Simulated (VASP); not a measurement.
Band structure of PbI2 (1T layered). All values below come from PBE GGA, VASP's PBE PAW potentials (set 64) (plane waves; VASP).

Without a dispersion term in the relaxation, distances and binding between the weakly bound layers, chains or molecules are unreliable, and so is what depends on them. Unless said otherwise, spin-orbit coupling is left out, though it shifts the bands of the heavy elements here.

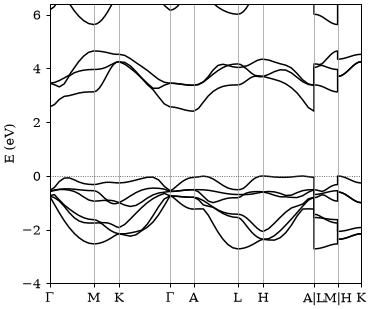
*Bands along high-symmetry lines, zero at the valence-band maximum or, without a gap, the Fermi level*

Question: Read the plot: is there a gap, and where are the band edges?

Answer: The gap is indirect, 2.41 eV, from the valence maximum at H to the conduction minimum at A. (Edges off the drawn lines would not show.)

Measured: gap 2.40 eV (computed value off by +0.01 eV), as given by Wikipedia, List of semiconductor materials.

The compound is PbI2 in the 1T layered structure. It was relaxed first, which changed the volume by +14 %.
